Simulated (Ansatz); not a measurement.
# GaH6NSi2: up Jacob's ladder to CCSD(T), part 2 of 2

Ansatz 0.2.0, Gaussian basis; functionals in def2-TZVPP, the program's frozen cores in correlated methods.

**17. ωB97M-V (range-separated)**

Input file in.yaml:

```yaml
crystal:
  periodic: [false, false, false]
  atoms:
    - {symbol: N, position_ang: [-0.218089, 0.803883, -1.131416]}
    - {symbol: Si, position_ang: [-0.669335, 0.944365, 0.542488]}
    - {symbol: Si, position_ang: [0.400947, -1.087886, 1.044322]}
    - {symbol: Ga, position_ang: [0.745046, -0.775690, -1.319800]}
    - {symbol: H, position_ang: [-0.456077, 1.481665, -1.841131]}
    - {symbol: H, position_ang: [-2.145268, 0.976826, 0.765115]}
    - {symbol: H, position_ang: [-0.112981, 2.156302, 1.213827]}
    - {symbol: H, position_ang: [-0.465445, -2.218214, 1.476396]}
    - {symbol: H, position_ang: [1.590981, -1.023826, 1.935755]}
    - {symbol: H, position_ang: [1.330212, -1.257425, -2.685546]}
basis:
  gaussian: {orbitals: def2-TZVPP}
hamiltonian: {xc: {name: wB97M-V}}
output: {forces: true, orbitals: {seedname: orbitals}}
```

Command:

```
$ ansatz run in.yaml --threads 4 --pin off --events-out ev --progress --plain --max-ram 10444MiB
```

Output (excerpt; [...] marks lines left out):

```text
Functional definition: wB97M-V
  name "wB97M-V"
  cite "Mardirossian & Head-Gordon, J. Chem. Phys. 144, 214110 (2016) doi:10.1063/1.4952647"
  cite "Becke, J. Chem. Phys. 107, 8554 (1997) doi:10.1063/1.475007"
  cite "Vydrov & Van Voorhis, J. Chem. Phys. 133, 244103 (2010) doi:10.1063/1.3521275"
  # Of w^i u^j: cxij and so on, Table III.
[...]
  gx(w, u) = 1 - cx + cx01*u + cx10*w
[...]
Atom 6 at    -0.112981     2.156302     1.213827 Å, force    -0.062184    -0.129947    -0.069929 eV/Å
Atom 7 at    -0.465445    -2.218214     1.476396 Å, force     0.097030     0.123654    -0.052235 eV/Å
Atom 8 at     1.590981    -1.023826     1.935755 Å, force    -0.129801    -0.007428    -0.103361 eV/Å
Atom 9 at     1.330212    -1.257425    -2.685546 Å, force    -0.056151     0.046538     0.128737 eV/Å
Dipole moment:     0.053212    -0.010286    -0.212747 e Å
```

Run time: 19 s. Hardware: 4 threads of Arm Neoverse V1, shared host; peak memory 1 GiB.

With the free atoms at this level, -69687.456 eV in sum, the atomisation energy is 2949.1 kJ/mol. HOMO -8.89 eV, LUMO 0.29 eV.

**18. B2PLYP (double hybrid)**

in.yaml, as its differences from that of step 17:

```diff
@@ -15,3 +15,2 @@
   gaussian: {orbitals: def2-TZVPP}
-hamiltonian: {xc: {name: wB97M-V}}
-output: {forces: true, orbitals: {seedname: orbitals}}
+hamiltonian: {xc: {name: B2PLYP}}
```

The command is unchanged.

Output (excerpt; [...] marks lines left out):

```text
Functional definition: B2PLYP
  name "B2PLYP"
  cite "Grimme, J. Chem. Phys. 124, 034108 (2006) doi:10.1063/1.2148954"
  cite "Becke, Phys. Rev. A 38, 3098 (1988) doi:10.1103/PhysRevA.38.3098"
  cite "Lee, Yang & Parr, Phys. Rev. B 37, 785 (1988) doi:10.1103/PhysRevB.37.785"
[...]
1455 factors; integrals over basis functions are off by at most 1.1e-3 eV
[...]
mean field -69698.86476477 eV, -2561.3860365180 hartree, gradient 7.9e-6 eV, S^2 0.000000; 0 other end points of the search recorded, 0 dependent functions left out
20 core orbitals not correlated: weight in the atoms' cores, before any rotation towards them, 1.000 or more for the frozen orbitals, at most 0.000 for the correlated occupied ones
reference -69698.86495212 eV, -2561.3860434031 hartree; 16, 16 occupied and 211, 211 virtual orbitals, 1455 factors
second order -23.06339713 eV of doubles, -0.00000000 eV of singles
Total energy: -69705.09206935 eV, -2561.6148857402 hartree
```

It took 10 s on 4 threads of Arm Neoverse V1, shared host; peak memory 0.68 GiB.

With the free atoms at this level, -69675.024 eV in sum, the atomisation energy is 2901.1 kJ/mol.

**19. PBE-QIDH (double hybrid)**

in.yaml, as its differences from that of step 18:

```diff
@@ -15,2 +15,2 @@
   gaussian: {orbitals: def2-TZVPP}
-hamiltonian: {xc: {name: B2PLYP}}
+hamiltonian: {xc: {name: PBE-QIDH}}
```

Same command.

Output (excerpt; [...] marks lines left out):

```text
Functional definition: PBE-QIDH
  name "PBE-QIDH"
  cite "Brémond, Sancho-García, Pérez-Jiménez & Adamo, J. Chem. Phys. 141, 031101 (2014) doi:10.1063/1.4890314"
  cite "Perdew, Burke & Ernzerhof, Phys. Rev. Lett. 77, 3865 (1996) doi:10.1103/PhysRevLett.77.3865"
[...]
1455 factors; integrals over basis functions are off by at most 1.1e-3 eV
[...]
mean field -69686.49012471 eV, -2560.9312768836 hartree, gradient 2.2e-6 eV, S^2 0.000000; 0 other end points of the search recorded, 0 dependent functions left out
20 core orbitals not correlated: weight in the atoms' cores, before any rotation towards them, 1.000 or more for the frozen orbitals, at most 0.000 for the correlated occupied ones
reference -69686.49013960 eV, -2560.9312774306 hartree; 16, 16 occupied and 211, 211 virtual orbitals, 1455 factors
second order -21.24373195 eV of doubles, -0.00000000 eV of singles
Total energy: -69693.57138358 eV, -2561.1915083472 hartree
```

Wall time 8 s (4 threads of Arm Neoverse V1, shared host); peak memory 0.67 GiB.

With the free atoms at this level, -69663.275 eV in sum, the atomisation energy is 2923.1 kJ/mol.

**20. Frontier levels by functional**

Dipoles come from the runs that computed forces. Levels, from each run's orbital file:

| functional | HOMO (eV) | LUMO (eV) | gap (eV) | dipole (D) |
| --- | --- | --- | --- | --- |
| LDA (SPW92) | -6.12 | -2.44 | 3.68 |  |
| PBE-D4 | -6.01 | -2.22 | 3.78 | 1.03 |
| revPBE-D4 | -5.96 | -2.13 | 3.83 |  |
| BLYP-D4 | -5.85 | -2.11 | 3.75 |  |
| r2SCAN-D4 | -6.22 | -2.05 | 4.18 | 1.02 |
| B97M-V | -6.30 | -2.22 | 4.08 |  |
| PBE0-D4 | -6.97 | -1.45 | 5.52 |  |
| B3LYP-D4 | -6.78 | -1.66 | 5.12 | 0.95 |
| r2SCANh-D4 | -6.57 | -1.77 | 4.81 |  |
| r2SCAN0-D4 | -7.11 | -1.36 | 5.75 |  |
| HSE06-D4 | -6.58 | -1.82 | 4.76 |  |
| BHLYP-D4 | -7.81 | -0.65 | 7.17 |  |
| CAM-B3LYP-D4 | -8.15 | -0.48 | 7.67 |  |
| LC-ωPBE | -9.40 | 0.61 | 10.01 |  |
| ωB97X-V | -9.10 | 0.49 | 9.58 |  |
| ωB97M-V | -8.89 | 0.29 | 9.18 | 1.05 |

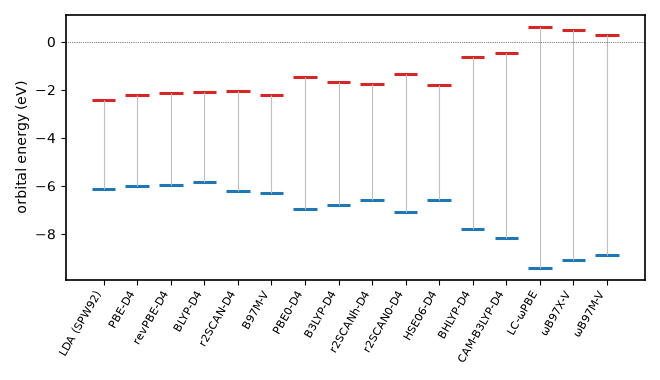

Highest occupied (blue) and lowest empty (red) level by functional.

**21. CCSD(T) in def2-SVP**

in.yaml, as its differences from that of step 19:

```diff
@@ -14,3 +14,3 @@
 basis:
-  gaussian: {orbitals: def2-TZVPP}
-hamiltonian: {xc: {name: PBE-QIDH}}
+  gaussian: {orbitals: def2-SVP}
+correlation: {method: ccsd_t}
```

Launched as before.

Output (excerpt; [...] marks lines left out):

```text
Functional definition: HF
  name "HF"
  cite "Fock, Z. Phys. 61, 126 (1930) doi:10.1007/BF01340294"
  parent pbe
[...]
1108 factors; integrals over basis functions are off by at most 1.2e-3 eV
[...]
mean field -69623.14370724 eV, -2558.6033389794 hartree, gradient 2.6e-6 eV, S^2 0.000000; 0 other end points of the search recorded, 0 dependent functions left out
20 core orbitals not correlated: weight in the atoms' cores, before any rotation towards them, 1.000 or more for the frozen orbitals, at most 0.000 for the correlated occupied ones
reference -69623.14370724 eV, -2558.6033389794 hartree; 16, 16 occupied and 76, 76 virtual orbitals, 1108 factors
second order -15.70167984 eV of doubles, -0.00000000 eV of singles
cycle   1  -16.01109724 eV  change   -3.1e-1 eV  update   1.2e-1
[...]
cycle  10  -16.75171345 eV  change    1.8e-5 eV  update   1.1e-5
perturbative correction -0.57971678 eV, -0.0213041986 hartree
Total energy: -69640.47513747 eV, -2559.2402572924 hartree
```

It took 6.5 s on 4 threads of Arm Neoverse V1, shared host; peak memory 0.48 GiB.

**22. CCSD(T) in def2-TZVPP**

in.yaml, as its differences from that of step 21:

```diff
@@ -14,3 +14,4 @@
 basis:
-  gaussian: {orbitals: def2-SVP}
+  gaussian: {orbitals: def2-TZVPP}
 correlation: {method: ccsd_t}
+output: {orbitals: {seedname: orbitals}}
```

The command is unchanged.

Output (excerpt; [...] marks lines left out):

```text
Functional definition: HF
  name "HF"
  cite "Fock, Z. Phys. 61, 126 (1930) doi:10.1007/BF01340294"
  parent pbe
[...]
1455 factors; integrals over basis functions are off by at most 1.1e-3 eV
[...]
mean field -69637.35506375 eV, -2559.1255966981 hartree, gradient 6.1e-6 eV, S^2 0.000000; 0 other end points of the search recorded, 0 dependent functions left out
20 core orbitals not correlated: weight in the atoms' cores, before any rotation towards them, 1.000 or more for the frozen orbitals, at most 0.000 for the correlated occupied ones
reference -69637.35506375 eV, -2559.1255966981 hartree; 16, 16 occupied and 211, 211 virtual orbitals, 1455 factors
second order -18.60023700 eV of doubles, -0.00000000 eV of singles
cycle   1  -18.86577195 eV  change   -2.7e-1 eV  update   1.2e-1
[...]
cycle  10  -19.65689647 eV  change    2.4e-5 eV  update   1.6e-5
perturbative correction -0.85559016 eV, -0.0314423583 hartree
Total energy: -69657.86755037 eV, -2559.8794166778 hartree
```

Run time: 2.7 min. Hardware: 4 threads of Arm Neoverse V1, shared host; peak memory 4.6 GiB.

**23. MP2 in def2-QZVPP**

in.yaml, as its differences from that of step 22:

```diff
@@ -14,4 +14,3 @@
 basis:
-  gaussian: {orbitals: def2-TZVPP}
-correlation: {method: ccsd_t}
-output: {orbitals: {seedname: orbitals}}
+  gaussian: {orbitals: "def2-QZVPP.json"}
+correlation: {method: mp2}
```

Launched as before.

Output (excerpt; [...] marks lines left out):

```text
Functional definition: HF
  name "HF"
  cite "Fock, Z. Phys. 61, 126 (1930) doi:10.1007/BF01340294"
  parent pbe
[...]
2809 factors; integrals over basis functions are off by at most 7.9e-4 eV
[...]
mean field -69639.00470638 eV, -2559.1862199466 hartree, gradient 6.2e-6 eV, S^2 0.000000; 0 other end points of the search recorded, 0 dependent functions left out
20 core orbitals not correlated: weight in the atoms' cores, before any rotation towards them, 1.000 or more for the frozen orbitals, at most 0.000 for the correlated occupied ones
reference -69639.00470638 eV, -2559.1862199466 hartree; 16, 16 occupied and 430, 430 virtual orbitals, 2809 factors
second order -26.23342942 eV of doubles, -0.00000000 eV of singles
Total energy: -69665.23813579 eV, -2560.1502806960 hartree
```

Wall time 28 s (4 threads of Arm Neoverse V1, shared host); peak memory 2.9 GiB.

The pieces so far (eV):

| basis | HF | MP2 correlation | CCSD correlation | (T) | total |
| --- | --- | --- | --- | --- | --- |
| def2-SVP | -69623.1437 | -15.7017 | -16.7517 | -0.5797 | -69640.4751 |
| def2-TZVPP | -69637.3551 | -18.6002 | -19.6569 | -0.8556 | -69657.8676 |
| def2-QZVPP | -69639.0047 | -26.2334 |  |  | -69665.2381 (MP2) |

The report of the def2-TZVPP run gives T1 = 0.0153.

**24. From triple and quadruple zeta to the limit**

This step is arithmetic on the last runs, with X = 3 and 4: exp(−7.88√X) for Hartree-Fock, X^−2.97 for correlation; only MP2 was run in the larger set, so CCSD(T) minus MP2 is added from the smaller one.

| level | energy at the limit (eV) |
| --- | --- |
| HF | -69639.2319 |
| MP2 | -69671.1196 |
| CCSD | -69672.1762 |
| CCSD(T) | -69673.0318 |

This is no true limit for total energies: MP2 correlation changes by a factor of 1.41 from triple to quadruple zeta (about 1.07 in light molecules), because outer-core shells are correlated in sets not made for them. Much of that cancels between molecule and atoms or ions.

**25. RPA on PBE orbitals**

in.yaml, as its differences from that of step 23:

```diff
@@ -14,3 +14,4 @@
 basis:
-  gaussian: {orbitals: "def2-QZVPP.json"}
-correlation: {method: mp2}
+  gaussian: {orbitals: def2-TZVPP}
+hamiltonian: {xc: pbe}
+correlation: {method: rpa}
```

The command is unchanged.

Output (excerpt; [...] marks lines left out):

```text
Functional definition: PBE
  name "PBE"
  cite "Perdew, Burke & Ernzerhof, Phys. Rev. Lett. 77, 3865 (1996) doi:10.1103/PhysRevLett.77.3865"
  parent pbe
[...]
1455 factors; integrals over basis functions are off by at most 1.1e-3 eV
[...]
mean field -69704.81954648 eV, -2561.6048707096 hartree, gradient 3.1e-6 eV, S^2 0.000000; 1 other end points of the search recorded, 0 dependent functions left out
20 core orbitals not correlated: weight in the atoms' cores, before any rotation towards them, 1.000 or more for the frozen orbitals, at most 0.000 for the correlated occupied ones
reference -69635.27697460 eV, -2559.0492283305 hartree; 16, 16 occupied and 211, 211 virtual orbitals, 1455 factors
Total energy: -69667.06203459 eV, -2560.2173077405 hartree
```

Wall time 7 s (4 threads of Arm Neoverse V1, shared host); peak memory 0.65 GiB.

RPA correlation: -31.785 eV. No RPA run of the hydrogen atom was made, so RPA has no atomisation energy below.

**26. Atomisation energies**

Free atoms (1 N, 2 Si, 1 Ga, 6 H) were run apart at each level; the atomisation energy is their sum less the molecule, without zero-point or spin-orbit terms.

Differences are taken before rounding.

| method | rung | atoms, summed (eV) | atomisation energy (kJ/mol) | from CCSD(T)/CBS (kJ/mol) | time |
| --- | --- | --- | --- | --- | --- |
| LDA (SPW92) | LDA | -69529.840 | 3327.4 | +363.3 | 1.7 s |
| PBE-D4 | GGA | -69674.504 | 2952.4 | -11.6 | 3.1 s |
| revPBE-D4 | GGA | -69686.016 | 2894.1 | -70.0 | 2.6 s |
| BLYP-D4 | GGA | -69694.254 | 2913.0 | -51.1 | 2.4 s |
| r2SCAN-D4 | meta-GGA | -69689.796 | 2954.8 | -9.3 | 6.5 s |
| B97M-V | meta-GGA | -69677.851 | 2978.4 | +14.3 | 11 s |
| PBE0-D4 | hybrid | -69677.506 | 2927.0 | -37.1 | 4.1 s |
| B3LYP-D4 | hybrid | -69695.495 | 2937.9 | -26.2 | 6 s |
| r2SCANh-D4 | hybrid | -69689.485 | 2939.8 | -24.3 | 7 s |
| r2SCAN0-D4 | hybrid | -69689.044 | 2919.1 | -44.9 | 6.5 s |
| HSE06-D4 | hybrid | -69677.019 | 2928.2 | -35.8 | 4.5 s |
| BHLYP-D4 | hybrid | -69691.683 | 2889.4 | -74.7 | 4.6 s |
| CAM-B3LYP-D4 | range-separated | -69695.285 | 2952.8 | -11.3 | 6.5 s |
| LC-ωPBE | range-separated | -69679.791 | 2931.0 | -33.1 | 5.5 s |
| ωB97X-V | range-separated | -69684.172 | 2987.4 | +23.3 | 14 s |
| ωB97M-V | range-separated | -69687.456 | 2949.1 | -15.0 | 19 s |
| B2PLYP | double hybrid | -69675.024 | 2901.1 | -62.9 | 10 s |
| PBE-QIDH | double hybrid | -69663.275 | 2923.1 | -41.0 | 8 s |
| HF/def2-TZVPP | wavefunction | -69615.618 | 2097.3 | -866.8 |  |
| MP2/def2-TZVPP | wavefunction | -69626.067 | 2883.7 | -80.3 |  |
| CCSD/def2-TZVPP | wavefunction | -69627.608 | 2837.0 | -127.1 |  |
| CCSD(T)/def2-SVP | wavefunction | -69612.240 | 2724.3 | -239.8 | 6.5 s |
| CCSD(T)/def2-TZVPP | wavefunction | -69628.007 | 2881.1 | -83.0 | 2.7 min |
| MP2/CBS | wavefunction | -69640.371 | 2966.7 | +2.7 |  |
| CCSD(T)/CBS | wavefunction | -69642.311 | 2964.1 | 0 | 3.2 min |

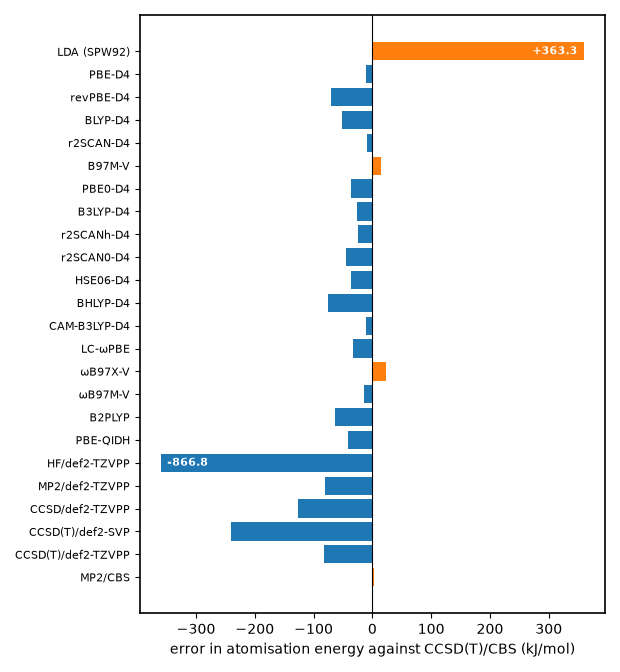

Error of each method against CCSD(T)/CBS. Bars with a number in them are cut short.

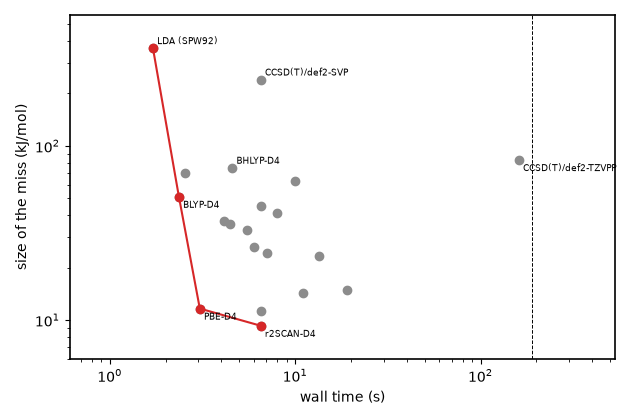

Accuracy for the time spent; red marks the levels that beat every quicker one drawn (of those quicker than the yardstick), and the dashed line is the time of CCSD(T)/CBS. Only those levels and the largest misses are named. Times are from a shared host.

LDA (SPW92), LC-ωPBE, B2PLYP, PBE-QIDH carry no dispersion term (for B3LYP, D4 adds 44.9 kJ/mol).

Times are those of the molecule's run; HF, MP2 and CCSD come out of the CCSD(T) runs, and the limit's time is the sum of the runs that it needs.

**27. Results**

What follows sums up all 2 parts.

| quantity | value |
| --- | --- |
| atomisation energy, CCSD(T)/CBS | 2964.1 kJ/mol |
| functionals within 29.6 kJ/mol (1.0 %) | PBE-D4, r2SCAN-D4, B97M-V, B3LYP-D4, r2SCANh-D4, CAM-B3LYP-D4, ωB97X-V, ωB97M-V |
| farthest beyond LDA | BHLYP-D4 (-74.7 kJ/mol) |
| mean size of error, GGA | 44.2 kJ/mol |
| mean size of error, meta-GGA | 11.8 kJ/mol |
| mean size of error, hybrid | 40.5 kJ/mol |
| mean size of error, range-separated | 20.7 kJ/mol |
| mean size of error, double hybrid | 51.9 kJ/mol |
| gap, smallest and largest | 3.68 eV (LDA (SPW92)), 10.01 eV (LC-ωPBE) |
| T1 diagnostic | 0.0153 |
| triples share of the correlation energy | 4.2 % |

In words: The LDA atomisation energy is off by 363.3 kJ/mol (12 %): it overbinds. PBE-D4 is off by -11.6 kJ/mol. Double hybrids carry the basis error of their MP2 part in triple zeta, and no dispersion term here, so their miss is partly the set-up's. The rungs meta-GGA, range-separated miss on average by less than the doubt on the reference (29.6 kJ/mol), so they tie. Misses under about 29.6 kJ/mol are within the doubt on the reference itself, which lacks core-valence correlation, relativity and higher excitations, and its outer-core shells are covered unevenly. Hartree-Fock recovers 71 % of the binding; the rest is correlation. CCSD(T) in def2-SVP is off by -239.8 kJ/mol, more than most functionals: a good method in a small basis is no reference. Orbital gaps span 3.7 to 10.0 eV; exact exchange widens them. Correlated methods include outer-core shells of Ga, which these sets cover unevenly.

r2SCAN-D4 reaches 9.3 kJ/mol from the reference in 6.5 s, where CCSD(T)/CBS took 3.2 min; the quickest level in the cost chart, LDA (SPW92), takes 1.7 s and misses by 363.3 kJ/mol.
